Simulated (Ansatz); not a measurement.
# Fields on a plane of LiNbO3 (LiNbO3 type, space group R3c)

```yaml
crystal:
  lattice:
    - [2.56710, 1.48212, 4.60885]
    - [-2.56710, 1.48212, 4.60885]
    - [0.00000, -2.96423, 4.60885]
  atoms:
    - { symbol: Li, position: [0.70253, 0.70253, 0.70253] }
    - { symbol: Li, position: [0.20253, 0.20253, 0.20253] }
    - { symbol: Nb, position: [0.98491, 0.98491, 0.98491] }
    - { symbol: Nb, position: [0.48491, 0.48491, 0.48491] }
    - { symbol: O, position: [0.62334, 0.87413, 0.26480] }
    - { symbol: O, position: [0.87413, 0.26480, 0.62334] }
    - { symbol: O, position: [0.26480, 0.62334, 0.87413] }
    - { symbol: O, position: [0.76480, 0.37413, 0.12334] }
    - { symbol: O, position: [0.37413, 0.12334, 0.76480] }
    - { symbol: O, position: [0.12334, 0.76480, 0.37413] }
```

The slice is a (1 -1 0 2) plane (indices of the conventional cell) through the point (0.265, 0.623, 0.874) (fractional), spanned by u = [1 0 -1] and v = [010] in vectors of this cell: u (5.13 Å) and v (5.48 Å, at 90° to u). It covers one period; positions are fractions (u, v).

Atoms on it: O at (0.00, 0.00); O at (0.11, 0.50). Other atoms lie within 1 Å of the plane.

Calculation: PBEsol (plane waves to 420 eV, PAW, scalar-relativistic; Ansatz, an electronic-structure program). k mesh 8×8×8. Inside the PAW spheres the values are not all-electron values, and peaks at nuclei hang on which shells count as valence. LiNbO3 is run without spin polarisation. LiNbO3 was relaxed with its symmetry unable to fall. The PAW data are Ansatz's earlier set.

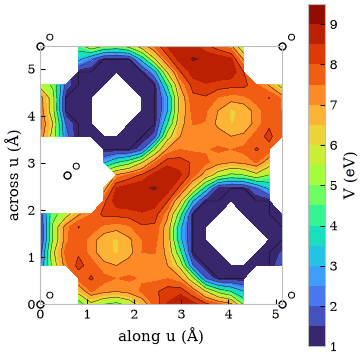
Fig. 1. Electrostatic potential energy of an electron, from the cell's mean, in eV, one period of the plane, atoms marked. Points within 0.8 Å of a nucleus are left white, as the pseudised field means little there. Values under 1 eV are set to 1. The zero, the cell's mean, hangs on the PAW cores.

```tsv
v \ u	0.00	0.11	0.21	0.32	0.42	0.53	0.63	0.74	0.84	0.95
0.90	0.82	0.74	0.14	0.25	0.09	0.06	0.03	0.06	0.65	0.83
0.75	0.08	0.09	0.56	0.79	0.45	0.10	0.28	0.09	0.02	0.07
0.60	0.77	0.80	0.64	0.14	0.07	0.46	0.63	0.42	0.06	0.56
0.45	0.82	x	0.82	0.50	0.04	0.08	0.09	0.07	0.08	0.61
0.30	0.10	0.33	0.22	0.03	0.07	0.09	0.10	0.69	0.74	0.22
0.15	0.69	0.60	0.08	0.12	0.59	0.58	0.14	0.28	0.27	0.46
0.00	x	0.81	0.33	0.07	0.19	0.25	0.12	0.12	0.77	x
```

Values: electron localisation function (ELF). Points within 0.4 Å of a nucleus are blanked (x), as the pseudised field means little there.
